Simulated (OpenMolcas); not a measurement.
## Mn⁴⁺ complex: multiconfigurational calculation (part 2 of 2)

The same run, continued: Mn⁴⁺ with 4 ligands (Cl; tetrahedron, 2.15 Å), with no charges around it. Method: state-averaged CASSCF, active space 3 electrons in the shell 3d, basis ANO-RCC-VTZP on the metal and ANO-RCC-VDZP on the ligands, DKH2 scalar Hamiltonian, spin-orbit coupling by RASSI with atomic mean-field integrals (OpenMolcas).

## Log (extracts), continued
```
--- RASSI ---
SPIN-FREE ENERGIES:
  (Shifted by EMIN (a.u.) =      -3001.0013000608)

 SF State       Relative EMIN(au)   Rel lowest level(eV)    D:o, cm**(-1)

     1             0.0000000000        0.0000000000              0.0000
     2             0.0000000000        0.0000000000              0.0000
     3             0.0000000000        0.0000000000              0.0000
     4             0.0397843904        1.0825884130           8731.6644
     5             0.0397843904        1.0825884130           8731.6644
     6             0.0397843904        1.0825884130           8731.6644
    11             0.0540149773        1.4698224091          11854.9172
    12             0.0540149773        1.4698224091          11854.9172
    13             0.0716771561        1.9504347797          15731.3174
    14             0.0716771561        1.9504347797          15731.3174
    15             0.0716771561        1.9504347797          15731.3174
    16             0.0809619595        2.2030871515          17769.0962
    17             0.0809619595        2.2030871515          17769.0962
    18             0.0809619595        2.2030871515          17769.0962
     7             0.0898197809        2.4441207496          19713.1633
    19             0.0946666029        2.5760094970          20776.9178
     9             0.0954847709        2.5982729824          20956.4849
    10             0.0954847709        2.5982729824          20956.4849
     8             0.0954847709        2.5982729824          20956.4849
    20             0.0973826490        2.6499168751          21373.0210
    21             0.0973826490        2.6499168751          21373.0210
    22             0.0973826490        2.6499168751          21373.0210
    23             0.1153771060        3.1395709940          25322.3478
    24             0.1153771060        3.1395709940          25322.3478
    25             0.1153771060        3.1395709940          25322.3478
    26             0.1166456263        3.1740891918          25600.7558
    27             0.1166456263        3.1740891918          25600.7558
    28             0.1166456263        3.1740891918          25600.7558
    29             0.1169277783        3.1817669371          25662.6810
    30             0.1169277783        3.1817669371          25662.6810
    31             0.1382134119        3.7609785369          30334.3376
    32             0.1382134119        3.7609785369          30334.3376
    33             0.1382134119        3.7609785369          30334.3376
    34             0.1429671054        3.8903331267          31377.6528
    35             0.1429671054        3.8903331267          31377.6528
    36             0.1429671054        3.8903331267          31377.6528
    37             0.1530514120        4.1647410881          33590.9022
    38             0.1530514120        4.1647410881          33590.9022
    39             0.1702524075        4.6328040197          37366.0844
    40             0.1711443813        4.6570758633          37561.8500
Eigenvalues of complex Hamiltonian:
   -----------------------------------
  (Shifted by EMIN (a.u.) =      -3001.0013000608)

 SO State       Relative EMIN(au)   Rel lowest level(eV)    D:o, cm**(-1)

     1            -0.0008414718        0.0000000001              0.0000
     2            -0.0008414718        0.0000000001              0.0000
     3            -0.0008414718        0.0000000000              0.0000
     4            -0.0008414718        0.0000000000              0.0000
     5            -0.0007255083        0.0031555264             25.4510
     6            -0.0007255083        0.0031555264             25.4510
     7             0.0003878107        0.0334504810            269.7963
     8             0.0003878107        0.0334504810            269.7963
     9             0.0003878107        0.0334504812            269.7963
    10             0.0003878107        0.0334504812            269.7963
    11             0.0010981001        0.0527784414            425.6868
    12             0.0010981001        0.0527784414            425.6868
    13             0.0394454043        1.0962617473           8841.9473
    14             0.0394454043        1.0962617473           8841.9473
    15             0.0395377682        1.0987750966           8862.2188
    16             0.0395377682        1.0987750966           8862.2188
    17             0.0395377682        1.0987750965           8862.2188
    18             0.0395377682        1.0987750965           8862.2188
    19             0.0399465524        1.1098986798           8951.9366
    20             0.0399465524        1.1098986798           8951.9366
    21             0.0400048498        1.1114850338           8964.7314
    22             0.0400048498        1.1114850338           8964.7314
    23             0.0400048498        1.1114850338           8964.7314
    24             0.0400048498        1.1114850338           8964.7314
    25             0.0539680052        1.4914418487          12029.2898
    26             0.0539680052        1.4914418487          12029.2898
    27             0.0539680052        1.4914418485          12029.2898
    28             0.0539680052        1.4914418485          12029.2898
    29             0.0713105738        1.9633571806          15835.5436
    30             0.0713105738        1.9633571806          15835.5436
    31             0.0717805760        1.9761465924          15938.6972
    32             0.0717805760        1.9761465924          15938.6972
    33             0.0717805760        1.9761465921          15938.6972
    34             0.0717805760        1.9761465921          15938.6972
    35             0.0803730204        2.2099589172          17824.5207
    36             0.0803730204        2.2099589172          17824.5207
    37             0.0813167636        2.2356394763          18031.6484
    38             0.0813167636        2.2356394763          18031.6484
    39             0.0813167636        2.2356394765          18031.6484
    40             0.0813167636        2.2356394765          18031.6484
    41             0.0898495370        2.4678280684          19904.3757
Weights of the five most important spin-orbit-free states for each spin-orbit state.

 SO State  Total energy (au)           Spin-free states, spin, and weights
 -------------------------------------------------------------------------------------------------------
    1        -0.000841       2 1.5  0.3890    3 1.5  0.3463    1 1.5  0.2618    6 1.5  0.0009    5 1.5  0.0006
    2        -0.000841       2 1.5  0.3840    3 1.5  0.3470    1 1.5  0.2661    6 1.5  0.0009    5 1.5  0.0007
    3        -0.000841       1 1.5  0.4029    3 1.5  0.3181    2 1.5  0.2761    4 1.5  0.0009    5 1.5  0.0006
    4        -0.000841       1 1.5  0.3987    3 1.5  0.3181    2 1.5  0.2803    4 1.5  0.0009    5 1.5  0.0006
    5        -0.000726       3 1.5  0.3332    2 1.5  0.3332    1 1.5  0.3332    6 1.5  0.0001    5 1.5  0.0001
    6        -0.000726       3 1.5  0.3332    2 1.5  0.3332    1 1.5  0.3332    6 1.5  0.0001    5 1.5  0.0001
    7         0.000388       3 1.5  0.5186    2 1.5  0.3854    1 1.5  0.0946    4 1.5  0.0003    6 1.5  0.0003
    8         0.000388       3 1.5  0.5191    2 1.5  0.3905    1 1.5  0.0890    6 1.5  0.0003    4 1.5  0.0003
    9         0.000388       1 1.5  0.5773    2 1.5  0.2713    3 1.5  0.1501    5 1.5  0.0003    4 1.5  0.0003
   10         0.000388       1 1.5  0.5706    2 1.5  0.2843    3 1.5  0.1437    5 1.5  0.0003    6 1.5  0.0003
   11         0.001098       1 1.5  0.3331    2 1.5  0.3331    3 1.5  0.3331   19 0.5  0.0003    6 1.5  0.0001
   12         0.001098       1 1.5  0.3331    2 1.5  0.3331    3 1.5  0.3331   19 0.5  0.0003    6 1.5  0.0001
```

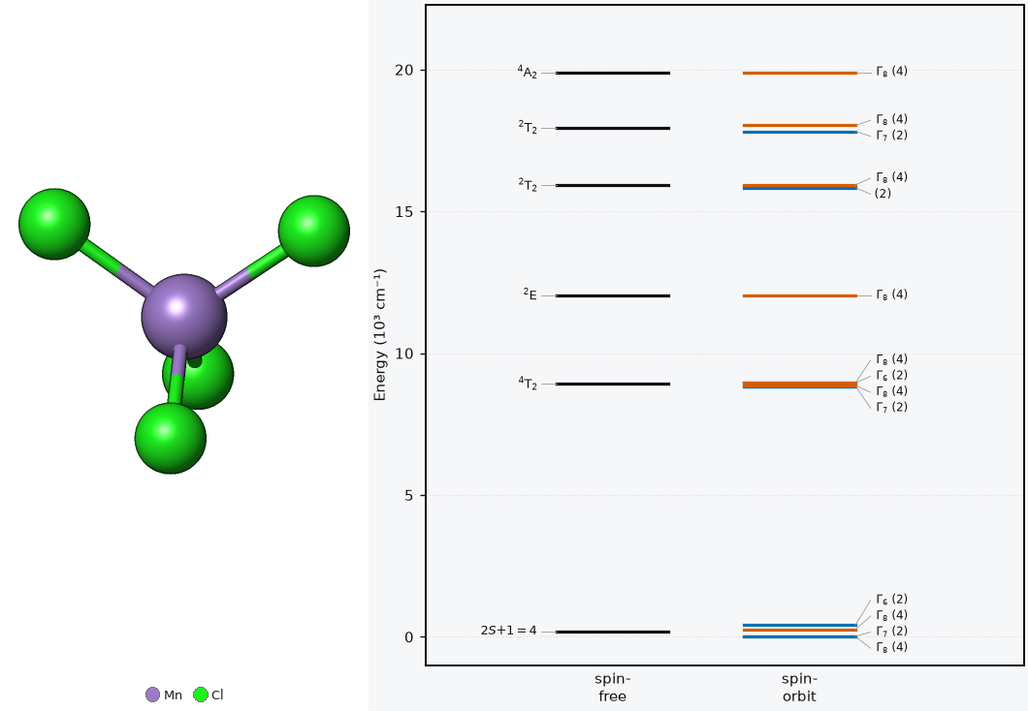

Figure 2. Mn⁴⁺ (3d³) with 4 ligands, Cl⁻, at 2.15 Å (arrangement: tetrahedron, Td), and its levels. Labels give the representation in O, Td, D4 or D3 as the site allows (double group for half-integer spin) where it could be assigned and, in brackets, the degeneracy; spin-free states, where drawn, share the zero of the spin-orbit levels. The ground level is Γ₈, 4-fold degenerate, 100 % from states of spin multiplicity 4. The next level lies at 25 cm⁻¹ (Γ₇). The active orbitals hold 76 to 92 % metal character (Löwdin), and the Mulliken charge of the metal is +0.81.

## The input
```
&GATEWAY
Coord
5

Mn 0.0 0.0 0.0
Cl 1.241303 1.241303 1.241303
Cl 1.241303 -1.241303 -1.241303
Cl -1.241303 1.241303 -1.241303
Cl -1.241303 -1.241303 1.241303
Basis=Mn.ANO-RCC-VTZP,Cl.ANO-RCC-VDZP
Group=NoSym
NoMove
AngMom=0.0 0.0 0.0
AMFI
RICD
&SEWARD
&RASSCF
FileOrb=start.orb
Symmetry=1
Spin=4
nActEl=3 0 0
Inactive=45
Ras2=5
CIRoot=10 10 1
SDav=10
CIMx=300
Iter=150 100
PrWF=0.3
OrbListing=Nothing
MaxOrb=0
LevShft=1.0
>>> COPY $Project.JobIph JOB001
&RASSCF
FileOrb=start.orb
Symmetry=1
Spin=2
nActEl=3 0 0
Inactive=45
Ras2=5
CIRoot=40 40 1
SDav=40
CIMx=300
Iter=150 100
PrWF=0.3
OrbListing=Nothing
MaxOrb=0
LevShft=1.0
>>> COPY $Project.JobIph JOB002
&RASSI
NrOfJobIphs=2 10 40
1 2 3 4 5 6 7 8 9 10
1 2 3 4 5 6 7 8 9 10 11 12 13 14 15 16 17 18 19 20 21 22 23 24 25 26 27
28 29 30 31 32 33 34 35 36 37 38 39 40
IphNames
JOB001
JOB002
EJob
SpinOrbit
DIPRint=1.0
SOCoupling=1000.0
Subsets=2
Property=9
'ANGMOM' 1 'ANGMOM' 2 'ANGMOM' 3 'MLTPL  1' 1 'MLTPL  1' 2 'MLTPL  1' 3
'AMFI' 1 'AMFI' 2 'AMFI' 3
SOProperty=3
'ANGMOM' 1 'ANGMOM' 2 'ANGMOM' 3
```

The file start.orb holds starting orbitals from an earlier step. A driver script formed the levels outside the program, from RASSI's spin-orbit matrix and the active-space energies, averaged over the components of each term or state.

Launched with:
```bash
OMP_NUM_THREADS=1 MOLCAS_MEM=2457 MOLCAS_PROJECT=a pymolcas a.inp > a.log  # once for each step of the input, in one work folder
```

## Summary

- outcome: converged
- energy of the lowest spin-free term: −3001.00130 hartree
- energy of the lowest spin-orbit level: −3001.00214 hartree
- largest spread among components of a term: 0.0 cm⁻¹
- hardware: 1 thread of Arm Neoverse V1, 24 GiB of memory available, shared host
- wall time: 60 s
- peak memory: 0.2 GiB

## Notes

Without dynamic correlation the splittings between terms come out too large, often by 20 to 50 %. To bear in mind: covalent bonds, ligand orbitals missing from the active space; distances are set from ionic radii, not optimised.
